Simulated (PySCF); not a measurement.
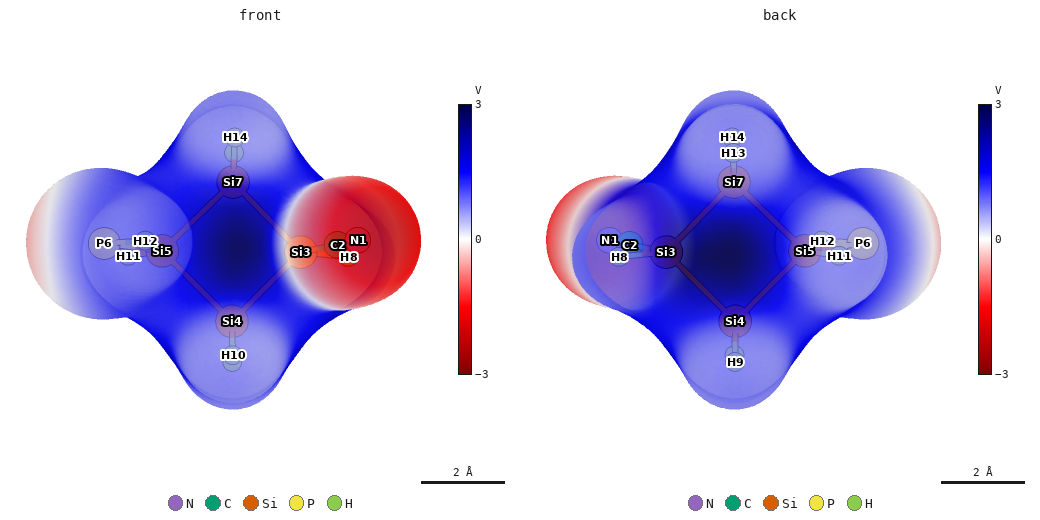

Figure. CH7NPSi4 (doublet). The molecular electrostatic potential painted on the density surface at 0.004 e/bohr³, seen from the front and from behind; the colour scale runs from red (negative) to blue (positive).

Geometry: GFN2-xTB.

Method: PySCF, UKS B3LYP, pcH-1 on C H N P Si, non-relativistic, mean-field spin-orbit, GIAO.

```xyz
14

N    -1.6489    1.2055   -3.1234
C    -1.6827    0.8092   -2.0469
Si   -1.6338    0.1596   -0.3008
Si   -0.2171   -1.7389   -0.1702
Si    1.3698   -0.4359    1.0849
P     3.3756   -0.2102    0.2740
Si   -0.1283    1.4479    1.0036
H    -3.0752    0.0908   -0.0151
H    -0.7915   -2.8969    0.5271
H     0.2420   -2.2955   -1.4464
H     1.5542   -0.9380    2.4580
H     2.9288    0.2278   -0.9641
H    -0.6631    1.8874    2.2990
H     0.3695    2.6868    0.3982
```

Question: Describe the electrostatic potential map.

Answer: The most negative region (about −2.0 V, or −46 kcal/mol for a unit charge) lies over N1, the most positive (about +2.9 V, or +67 kcal/mol for a unit charge) over Si3, Si4, Si5 and Si7. N1 is the likeliest acceptor of a hydrogen bond.
